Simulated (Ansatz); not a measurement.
**VSe2 (P-3m1): one cell under locks on the spin (series 3)**

What does it cost to force the spins of VSe2 (P-3m1) into other sizes and orders? Cell and atoms stay fixed.

Program: Ansatz 0.2.0. Level of theory: DFT PBEsol+U (U_eff = 4 eV on V d), plane waves, PAW. These are calculated values, not measurements.

## (1) The system as given

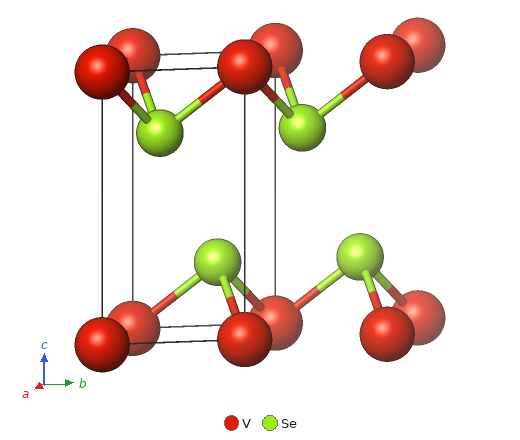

The starting structure, seen slightly off an axis (vanadium red, selenium green). 1×2×1 cells are drawn. Atoms on the faces are drawn again on the opposite ones.

Coordinates:

```
CELL_PARAMETERS angstrom
3.35500 0.00000 0.00000
-1.67750 2.90552 0.00000
0.00000 0.00000 6.13400
ATOMIC_POSITIONS crystal
V 0.00000 0.00000 0.00000
Se 0.33333 0.66667 0.25000
Se 0.66667 0.33333 0.75000
```

The runs: site moments held (series factor 0.8; the input gives the size); no spin polarisation; ferromagnetic start, free, default search.

An earlier series on this cell reached its lowest free state from «total moment held at first, then free, 0.50 μB per cell», perhaps among other starts.

## (2) Site moments held (series factor 0.8; the input gives the size)

Contents of input.yaml:

```yaml
crystal:
  lattice:
    - [3.35500155, 0.0, 0.0]
    - [-1.67750077, 2.90551657, 0.0]
    - [0.0, 0.0, 6.13399905]
  atoms:
    - { symbol: V, position: [0.0, 0.0, 0.0], spin: 1.34 }
    - { symbol: Se, position: [0.3333333333, 0.6666666667, 0.25] }
    - { symbol: Se, position: [0.6666666667, 0.3333333333, 0.75] }
basis:
  ecutwfc: 420
  ecutrho_ratio: 4
kpoints:
  mp_grid: { grid: [7, 7, 3] }
hamiltonian:
  xc: pbesol
  hubbard:
    sites:
      - { site: 0, l: d, u_eff: 4.0, starting_ns: [{ spin: up, occupation_matrix: s0up }, { spin: down, occupation_matrix: s0down }] }
    occupation_matrices:
      s0up:
        matrix:
          - [0.02, 0.0, 0.0, 0.0, 0.0]
          - [0.0, 0.02, 0.0, 0.0, 0.0]
          - [0.0, 0.0, 0.41665, -0.46849, 0.0]
          - [0.0, 0.0, -0.46849, 0.57335, 0.0]
          - [0.0, 0.0, 0.0, 0.0, 0.02]
      s0down:
        matrix:
          - [0.02, 0.0, 0.0, 0.0, 0.0]
          - [0.0, 0.02, 0.0, 0.0, 0.0]
          - [0.0, 0.0, 0.02, 0.0, 0.0]
          - [0.0, 0.0, 0.0, 0.02, 0.0]
          - [0.0, 0.0, 0.0, 0.0, 0.02]
    ns_hold: { iters: 8 }
scf:
  occupations: { method: gaussian, width: 0.05 }
  lower_state_search: "off"
  max_iter: 150
output:
  forces: true
  stress: true
  eigenvalues: true
  populations: true
  hubbard: { sites: [{ site: 0, l: d }] }
magnetization:
  spin_polarized: true
  spin_locking: { lock_spins: true }
```

The typed matrices are held for 8 cycles. The lock stays on to the end, so the result is a constrained state.

Command:

```bash
$ ansatz run input.yaml --threads 2 --pin off --max-ram 3072MiB --backend cpu --events-out ev --progress --plain --runs-dir out
```

Output, shortened:

```text
Warning: crystal.symmetry: narrowed to the stabiliser of the occupation matrices — unitary ops 12 → 4; lowered by the specified shell (site 0, l: d); largest admitted image defect 1.9e-9, smallest excluded 4.2e-1 — at a splitting's scale: the group the occupation matrices' own texture admits
Warning: output.stress: scf.convergence.dr2_threshold = 1e-7 eV (the SCF's general default) is looser than the 3e-10 eV advised for a printed stress (1e-10 eV for each atom of the cell: 3). What an SCF threshold leaves in a stress goes as its square root, and in the free energy as the [...]
Warning: output.stress: the lock of the moments that magnetization.spin_locking holds to the close lets an SCF meet its threshold on dr2 anywhere within the lock's freeze window, and the stress can move with the moments there: no threshold on dr2 bounds that. The window is the square root [...]
Warning: RAYON_NUM_THREADS=2 ignored (pool sized by the plan → 2); use --threads N
V: projections on atomic orbitals take those of the free atom [Ne] 3s2 3p6 3d3 4s2, of charge +0.00 (hamiltonian.pseudopotentials.projection_atoms); the dataset's partial waves leave at most 5.8e-7 of an orbital's norm unspanned inside its sphere
Se: projections on atomic orbitals take those of the free atom [Ar] 3d10 4s2 4p4, of charge +0.00 (hamiltonian.pseudopotentials.projection_atoms); the dataset's partial waves leave at most 2.3e-6 of an orbital's norm unspanned inside its sphere
[...]
Pseudopotentials: kind: paw
Pseudopotential: V, paw, valence charge 13, recommended cutoff 420 eV (normal), V.paw.azcp
Pseudopotential: Se, paw, valence charge 16, recommended cutoff 420 eV (normal), Se.paw.azcp
Functional definition: PBEsol
[...]
Crystal: 3 atoms, lattice volume = 59.794 Å³
Basis set: ecut = 420 eV, 1185 PW (Γ), exchange–correlation on 48×48×90 points (8 copies of the dense FFT grid, shifted against one another)
Bands: 28, of which v1, the nominal top of the filled ones, is band 23 counted from 1 (22 counted from 0)
[...]
WARN: hamiltonian.hubbard: on 1 of 2 specified blocks the occupation matrix of this SCF's result fails the test of the specified filling. At site 0 ↑ (sites count from 0 in the list of atoms of the cell that this SCF solves) the least filled combination of the orbitals specified full has [...]
  0     per_site  +1.3400  +1.3327        7.33e-3      +3.05e-1   1.000  0    yes
Free energy (F): -13731.945476 eV
[...]
E sigma→0 (E₀):  -13731.944701 eV
Entropy (-TS):   -0.001551 eV (-0.517 meV/atom)
Fermi energy:    10.506915 eV
[...]
--- Specified on-site occupations, and those of the state reported ---
  electrons in the specified blocks: 1.1500 specified, 3.7380 found
  site 0 (l=d) ↑: largest change of an orbital's occupation 0.6880; electrons 1.0500 specified, 2.6770 found; spectral distance 0.9051
  site 0 (l=d) ↓: largest change of an orbital's occupation 0.3673; electrons 0.1000 specified, 1.0610 found; spectral distance 0.5308
--- Forces (eV/Å), atoms counted from 1 ---
  atom   1  V      0.00000000     0.00000000     0.00000000
  atom   2  Se    -0.00000000    -0.12167282     0.53341943
  atom   3  Se     0.00000000     0.12167282    -0.53341943
[...]
--- Stress (GPa, compression-positive) ---
        7.419890      -0.000000      -0.000000
       -0.000000       4.254942      -1.151513
       -0.000000      -1.151470       4.821378
  P = ⅓ Tr σ = 5.4987 GPa (54.987 kbar)
--- Band table (eV; the first three rows and the last of 88) ---
[...]
Occupation matrices written to <dir>
--- Löwdin populations: 3 sites ---
  site symbol       q [e]    m [muB]
     0      V     12.2450     1.6321
     1     Se     16.2872    -0.1596
     2     Se     16.2872    -0.1596
  spilling = 0.004013 (of n_electrons = 45.000000)
--- Occupation matrices: 1 shell (run DFT+U table (all-electron-ortho-atomic); ε = 1.01e-2) ---
  V0 d_3D: site group D3d (-3m)
  V0 d_3D up     Tr n = 2.6770  λ = 0.197 0.371 0.457 0.708 0.944  [z2 1.00 (T2g 1.00) A1g(1.00) | xy 0.71 (Eg 0.86) Eg(1.00) | yz 0.67 (Eg 1.00) Eg(1.00) | xz 0.71 (T2g 0.86) Eg(1.00) | x2-y2 0.66 (T2g 1.00) Eg(1.00)]
  V0 d_3D dn     Tr n = 1.0610  λ = 0.087 0.097 0.113 0.378 0.387  [x2-y2 0.72 (T2g 1.00) Eg(0.99) | xy 0.70 (T2g 1.00) Eg(1.00) | z2 0.99 (T2g 1.00) A1g(0.99) | 2× yz 0.36 (Eg 1.00) Eg(1.00)]
  specified occupation → V0 d_3D up: matrix, ‖Δ‖_F = 0.9102, Tr Δ = -1.6270, displaced = 0.8515, d_λ = 0.9051; orbital distance = 0.1364
  specified occupation → V0 d_3D dn: matrix, ‖Δ‖_F = 0.5308, Tr Δ = -0.9610, displaced = 0.4805, d_λ = 0.5308; orbital distance = 0.0000
  Tr n, λ and their labels are of the run-group-symmetrised matrices; stabiliser: 4 of 24 elements of G0×{1,Θ} (closed), max defect 9.7e-16 at τ = 2.1e-3
```

Run time: 36 s. Hardware: 2 threads of Arm Neoverse N1, shared host; peak memory 0.48 GiB.

Result: no gap, pressure 5.5 GPa, moments in spheres V 1.33; Se -0.09 μB, largest force component 0.53 eV/Å, 4 symmetry operations imposed. The program reports that the typed filling wasn't kept.

The shells' filling, with natural orbitals sorted by occupation:

| shell | channel | electrons | over 0.8 | 0.2 to 0.8 | under 0.2 |
| --- | --- | --- | --- | --- | --- |
| V 3d (atom 1) | up | 2.68 | 1 | 3 | 1 |
| V 3d (atom 1) | down | 1.06 | 0 | 2 | 3 |

## (3) No spin polarisation

Contents of input.yaml:

```yaml
crystal:
  lattice:
    - [3.35500155, 0.0, 0.0]
    - [-1.67750077, 2.90551657, 0.0]
    - [0.0, 0.0, 6.13399905]
  atoms:
    - { symbol: V, position: [0.0, 0.0, 0.0] }
    - { symbol: Se, position: [0.3333333333, 0.6666666667, 0.25] }
    - { symbol: Se, position: [0.6666666667, 0.3333333333, 0.75] }
basis:
  ecutwfc: 420
  ecutrho_ratio: 4
kpoints:
  mp_grid: { grid: [7, 7, 3] }
hamiltonian:
  xc: pbesol
  hubbard: { sites: [{ site: 0, l: d, u_eff: 4.0 }] }
scf:
  occupations: { method: gaussian, width: 0.05 }
  lower_state_search: "off"
  max_iter: 150
output:
  forces: true
  stress: true
  eigenvalues: true
  populations: true
  hubbard: { sites: [{ site: 0, l: d }] }
```

Command:

```bash
$ ansatz run input.yaml --threads 2 --pin off --max-ram 3072MiB --backend cpu --events-out ev --progress --plain --runs-dir out
```

Output, shortened:

```text
Warning: RAYON_NUM_THREADS=2 ignored (pool sized by the plan → 2); use --threads N
V: projections on atomic orbitals take those of the free atom [Ne] 3s2 3p6 3d3 4s2, of charge +0.00 (hamiltonian.pseudopotentials.projection_atoms); the dataset's partial waves leave at most 5.8e-7 of an orbital's norm unspanned inside its sphere
Se: projections on atomic orbitals take those of the free atom [Ar] 3d10 4s2 4p4, of charge +0.00 (hamiltonian.pseudopotentials.projection_atoms); the dataset's partial waves leave at most 2.3e-6 of an orbital's norm unspanned inside its sphere
[...]
[... 4 set-up lines as earlier in the session ...]
[...]
Crystal: 3 atoms, lattice volume = 59.794 Å³
[...]
  atom   2  Se     0.00000000     0.00000000     0.12816028
  atom   3  Se    -0.00000000    -0.00000000    -0.12816028
[...]
--- Stress (GPa, compression-positive) ---
       -0.691987      -0.000000      -0.000000
       -0.000000      -0.691987      -0.000000
       -0.000000      -0.000000       1.107853
  P = ⅓ Tr σ = -0.0920 GPa (-0.920 kbar)
--- Band table (eV; the first three rows and the last of 20) ---
[... band rows left out ...]
[...]
Occupation matrices written to <dir>
--- Löwdin populations: 3 sites ---
  site symbol       q [e]
     0      V     12.3327
     1     Se     16.2373
     2     Se     16.2373
  spilling = 0.004281 (of n_electrons = 45.000000)
--- Occupation matrices: 1 shell (run DFT+U table (all-electron-ortho-atomic); ε = 3.42e-3) ---
  V0 d_3D: site group D3d (-3m)
  V0 d_3D -      Tr n = 1.9137  λ = 0.235 0.335 0.335 0.504 0.504  [z2 1.00 (T2g 1.00) A1g(1.00) | 2× x2-y2 0.50 (T2g 0.58) Eg(1.00) | 2× xz 0.50 (Eg 0.58) Eg(1.00)]
  Tr n, λ and their labels are of the run-group-symmetrised matrices; stabiliser: 24 of 24 elements of G0×{1,Θ} (closed), max defect 1.5e-15 at τ = 7.2e-4
```

Run time: 4.1 s. Hardware: 2 threads of Arm Neoverse N1, shared host; peak memory 0.37 GiB.

End state: no gap, pressure -0.1 GPa, no moment over 0.05 μB in any sphere, largest force component 0.13 eV/Å, 12 symmetry operations imposed.

How the shells are filled (orbitals counted by the eigenvalues of the occupation matrices):

| shell | channel | electrons | over 0.8 | 0.2 to 0.8 | under 0.2 |
| --- | --- | --- | --- | --- | --- |
| V 3d (atom 1) | each spin | 1.91 | 0 | 5 | 0 |

[end of part 1 of 2]
